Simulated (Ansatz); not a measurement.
**BHLYP/STO-3G run of [S3]2− ([S3]2-)**

What is the vertical ionisation energy of [S3]2− ([S3]2-) at BHLYP/STO-3G? 

Program for the calculation: Ansatz 0.2.0.

4 further runs of the same task are left out: 4 that didn't finish.

## (1) Starting point

The species is [S3]2− (3 atoms), meant as a singlet with charge -2. Geometry: relaxed at GFN2-xTB.

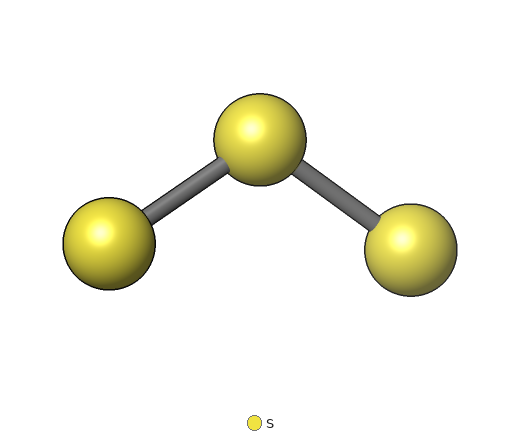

Viewed from a chosen angle; sulfur yellow.

## (2) The energy at BHLYP/STO-3G

job.yaml reads:

```yaml
basis:
  gaussian:
    orbitals: STO-3G
crystal:
  periodic: [false, false, false]
  atoms:
    - symbol: S
      position_ang: [0.713590, -0.159090, 1.564150]
    - symbol: S
      position_ang: [-0.405490, 0.630300, 0.067980]
    - symbol: S
      position_ang: [-0.308100, -0.471200, -1.632130]
total_charge: -2
hamiltonian:
  xc: {name: BHLYP}
accuracy: high
```

The run is started by

```bash
$ ansatz run job.yaml --threads 1 --pin off --max-ram 2610MiB --events-out events.jsonl --progress --plain --runs-dir runs
```

Standard output:

```text
Warning: RAYON_NUM_THREADS=1 ignored (pool sized by the plan → 1); use --threads N
Functional definition: BHLYP
  name "BHLYP"
  parameter a = 0.5
  exchange = (1 - a)*b88_x + a*exact_x
  correlation = lyp_c
482 factors; integrals over basis functions are off by at most 6.9e-9 eV
mean field evaluation 1: about -32129.1637 eV, gradient 2.0e1 eV
mean field evaluation 2: about -32130.7440 eV, gradient 1.0e1 eV
mean field evaluation 4: about -32131.2452 eV, gradient 2.0e-1 eV
mean field evaluation 8: about -32131.2863 eV, gradient 3.0e-3 eV
mean field evaluation 16: about -32131.2863 eV, gradient 3.4e-8 eV
mean field -32131.28632019 eV, -1180.8029928990 hartree, gradient 3.4e-8 eV, S^2 0.000000; 0 other end points of the search recorded, 0 dependent functions left out
reference -32131.28633866 eV, -1180.8029935775 hartree; 25, 25 occupied and 2, 2 virtual orbitals, 482 factors
Total energy: -32131.28633866 eV, -1180.8029935775 hartree
```

It took 1.2 s on 1 thread of Arm Neoverse V1, shared host; peak memory 0.099 GiB.

## (3) Doublet [S3]− at the same level

input.yaml reads:

```yaml
crystal:
  periodic: [false, false, false]
  atoms:
    - {symbol: S, position_ang: [0.713590, -0.159090, 1.564150]}
    - {symbol: S, position_ang: [-0.405490, 0.630300, 0.067980]}
    - {symbol: S, position_ang: [-0.308100, -0.471200, -1.632130]}
basis:
  gaussian:
    orbitals: STO-3G
accuracy: high
total_charge: -1
hamiltonian:
  xc: {name: BHLYP}
magnetization:
  spin_polarized: true
  initial_magnetization: 1
```

The run is started by

```bash
$ ansatz run input.yaml --threads 1 --pin off --max-ram 2610MiB --events-out events.jsonl --progress --plain --runs-dir runs
```

Standard output:

```text
Warning: RAYON_NUM_THREADS=1 ignored (pool sized by the plan → 1); use --threads N
[... 5 set-up lines as earlier in the session ...]
482 factors; integrals over basis functions are off by at most 6.9e-9 eV
mean field evaluation 1: about -32138.8290 eV, gradient 1.9e1 eV
mean field evaluation 2: about -32139.9202 eV, gradient 1.5e1 eV
mean field evaluation 4: about -32142.0894 eV, gradient 1.7e-1 eV
mean field evaluation 8: about -32142.1241 eV, gradient 1.0e-2 eV
mean field evaluation 16: about -32142.1241 eV, gradient 5.2e-6 eV
mean field -32142.12406616 eV, -1181.2012727172 hartree, gradient 1.6e-8 eV, S^2 0.750278; 3 other end points of the search recorded, 0 dependent functions left out
reference -32142.12408436 eV, -1181.2012733861 hartree; 25, 24 occupied and 2, 3 virtual orbitals, 482 factors
Total energy: -32142.12408436 eV, -1181.2012733861 hartree
```

Wall time 2.5 s (1 thread of Arm Neoverse V1, shared host); peak memory 0.15 GiB.

## (4) Summary of results

At BHLYP/STO-3G:

| quantity | value |
| --- | --- |
| singlet [S3]2−: total energy | -1180.80299 Eh |
| doublet [S3]−: total energy | -1181.20127 Eh |
| doublet [S3]−: ⟨S²⟩ | 0.750 |
| vertical detachment energy (to the doublet anion) | -10.838 eV |

What this shows: The species is unbound against losing an electron at this level, by 10.84 eV (−1046 kJ/mol); missing correlation or diffuse functions can give that sign where the real anion is bound. In a minimal basis such a difference can be off by several eV, whatever the method.
